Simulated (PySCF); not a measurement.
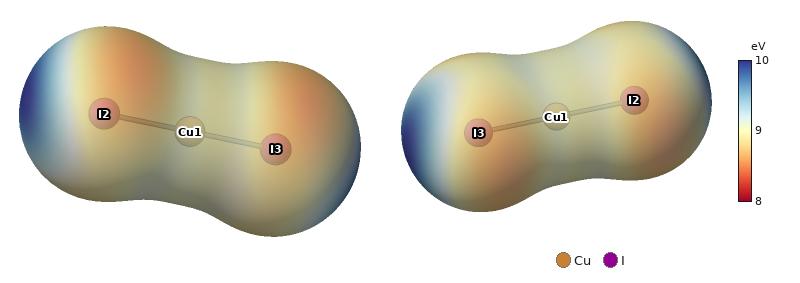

Figure 1: CuI$_{2}$, doublet. Average local ionisation energy on the surface of electron density 0.001 a.u. (back view left, front view right).

Method: PBE0/def2-TZVP; geometry: GFN2-xTB; program: PySCF. Core potentials replace the inner electrons of I; spin–orbit coupling isn't included. This is a single-reference result, which may miss multireference character in this system. No frequency check shows the geometry to be a minimum. The stability of the open-shell solution wasn't checked. GFN2-xTB bond lengths at metals and heavier atoms can be off by up to 0.1 Å and shapes distorted, which carries into these values. GFN2-xTB doesn't know the spin state, so this open-shell geometry is rough.

**Where are the most loosely bound electrons on this surface?**

The lowest value is 8.5 eV, off the molecular plane, over I2 (2.5 Å), and at like points elsewhere. For comparison, the highest occupied orbital lies at −7.5 eV.
